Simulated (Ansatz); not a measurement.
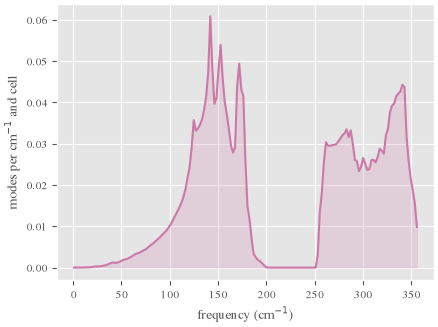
Phonon density of states of AlNi (CsCl type, space group No. 221), 2 atoms a cell, PBE in the plane-wave PAW code Ansatz

Q: Estimate the mean frequency and the zero-point energy.

A: The mean is about 220 cm⁻¹, and (3/2)ħ⟨ω⟩ gives 41.6 meV/atom.

Q: What share of the Dulong–Petit heat capacity is reached at 100 K and at 300 K?

A: 48 % and 90 %.

Space group Pm-3m (CsCl type). The cell was relaxed with PBE under the symmetry of its start; phonons on a q-mesh show no instability. The workflow began spin-polarised and lost its moments. As this level gives no gap, phonon frequencies hold no LO–TO term and depend on the k-mesh and smearing (Fermi–Dirac, 0.1 eV here).

Potentials: the later of the program's two PAW sets.
